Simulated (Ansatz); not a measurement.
# wB97X/STO-3G run of SnF2 (SMILES [F][Sn][F])

What is the vertical singlet–triplet gap of SnF2 at wB97X/STO-3G? 

The results are computed with Ansatz 0.2.0.

54 further runs of the same task are left out: 21 that didn't finish, 33 set aside as unsound or not needed.

## (1) The structure to begin with

SnF2: 3 atoms, total charge 0, spin state singlet. As SMILES, `[F][Sn][F]`. Geometry: a GFN2-xTB relaxation, a rough one for these elements and not checked as a minimum.

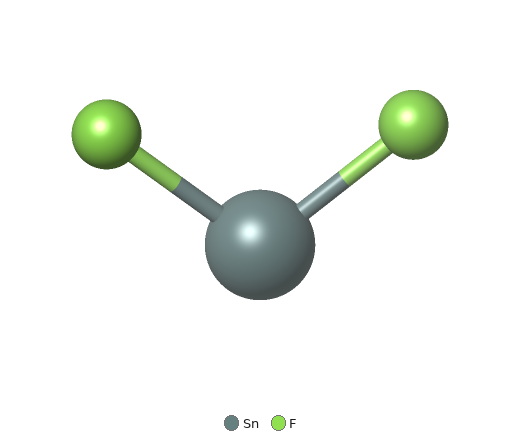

Viewed from a chosen angle; tin teal, fluorine green.

## (2) A single-point energy at wB97X/STO-3G

Contents of run.yaml:

```yaml
crystal:
  periodic: [false, false, false]
  atoms:
    - {symbol: Sn, position_ang: [0.005290, -0.007560, -0.865150]}
    - {symbol: F, position_ang: [1.618310, -0.021230, 0.443060]}
    - {symbol: F, position_ang: [-1.623610, 0.028790, 0.422090]}
basis:
  gaussian:
    orbitals: STO-3G
hamiltonian:
  xc: {name: wB97X}
accuracy: high
```

The run is started by

```console
ansatz run run.yaml --threads 1 --pin off --max-ram 2610MiB --events-out events.jsonl --progress --plain --runs-dir runs
```

Log:

```text
Warning: RAYON_NUM_THREADS=1 ignored (pool sized by the plan → 1); use --threads N
Functional definition: wB97X
  name "wB97X"
  parameter omega = 0.3/bohr
  parameter cx = 0.157706
  parameter cx1 = 0.726479
  parameter cx2 = 1.04760
  parameter cx3 = -5.70635
  parameter cx4 = 13.2794
  parameter css1 = -4.33879
  parameter css2 = 18.2308
  parameter css3 = -31.7430
  parameter css4 = 17.2901
  parameter cos1 = 2.37031
  parameter cos2 = -11.3995
  parameter cos3 = 6.58405
  parameter cos4 = -3.78132
  exchange = spin_sum(e_x_unif_sr(omega)*poly(b97_u_x, 1 - cx, cx1, cx2, cx3, cx4)) + cx*exact_x_sr(omega)
      + exact_x_lr(omega)
  correlation = spin_sum(e_c_pw_same_spin*poly(b97_u_same, 1, css1, css2, css3, css4))
      + integral(e_c_pw_opposite_spin*poly(b97_u_opposite, 1, cos1, cos2, cos3, cos4))
675 factors; integrals over basis functions are off by at most 4.9e-9 eV
148 factors; integrals over basis functions are off by at most 7.4e-10 eV
mean field evaluation 1: about -167677.2213 eV, gradient 2.6e1 eV
mean field evaluation 2: about -167674.5399 eV, gradient 4.4e1 eV
mean field evaluation 4: about -167681.8444 eV, gradient 3.3e-1 eV
mean field evaluation 8: about -167681.8051 eV, gradient 9.9e-2 eV
mean field evaluation 16: about -167681.8051 eV, gradient 6.0e-7 eV
mean field -167681.80514989 eV, -6162.1926804487 hartree, gradient 2.0e-8 eV, S^2 0.000000; 0 other end points of the search recorded, 0 dependent functions left out
reference -167681.80514867 eV, -6162.1926804039 hartree; 34, 34 occupied and 3, 3 virtual orbitals, 675 factors
Total energy: -167681.80514867 eV, -6162.1926804039 hartree
```

Wall time 7.8 s (1 thread of Arm Neoverse V1, shared host); peak memory 0.26 GiB.

## (3) The triplet, same level

Contents of job.yaml:

```yaml
crystal:
  periodic: [false, false, false]
  atoms:
    - {symbol: Sn, position_ang: [0.005290, -0.007560, -0.865150]}
    - {symbol: F, position_ang: [1.618310, -0.021230, 0.443060]}
    - {symbol: F, position_ang: [-1.623610, 0.028790, 0.422090]}
basis:
  gaussian:
    orbitals: STO-3G
hamiltonian:
  xc: {name: wB97X}
accuracy: high
magnetization:
  spin_polarized: true
  initial_magnetization: 2
```

The run is started by

```console
ansatz run job.yaml --threads 1 --pin off --max-ram 2610MiB --events-out events.jsonl --progress --plain --runs-dir runs
```

Log, cut to the lines that bear on the results:

```text
Warning: RAYON_NUM_THREADS=1 ignored (pool sized by the plan → 1); use --threads N
[... 2 set-up lines as earlier in the session ...]
[...]
      + exact_x_lr(omega)
[...]
      + integral(e_c_pw_opposite_spin*poly(b97_u_opposite, 1, cos1, cos2, cos3, cos4))
675 factors; integrals over basis functions are off by at most 4.9e-9 eV
148 factors; integrals over basis functions are off by at most 7.4e-10 eV
[...]
mean field -167679.95989564 eV, -6162.1248686059 hartree, gradient 4.0e-8 eV, S^2 2.015264; 2 other end points of the search recorded, 0 dependent functions left out
reference -167679.95989475 eV, -6162.1248685729 hartree; 35, 33 occupied and 2, 4 virtual orbitals, 675 factors
Total energy: -167679.95989475 eV, -6162.1248685729 hartree
```

Run time: 17 s. Hardware: 1 thread of Arm Neoverse V1, shared host; peak memory 0.45 GiB.

## (4) Outcome

At wB97X/STO-3G:

| quantity | value |
| --- | --- |
| singlet: total energy | -6162.19268 Eh |
| triplet: total energy | -6162.12487 Eh |
| triplet: ⟨S²⟩ | 2.015 |
| vertical energy of the triplet above the singlet | 1.845 eV |

In words: At this shape the triplet lies 1.85 eV (178 kJ/mol) above the singlet. In a minimal basis such a difference can be off by several eV, whatever the method. Relativity is left out (singlet) although the molecule holds a heavy atom. Relativity is left out (triplet) although the molecule holds a heavy atom.
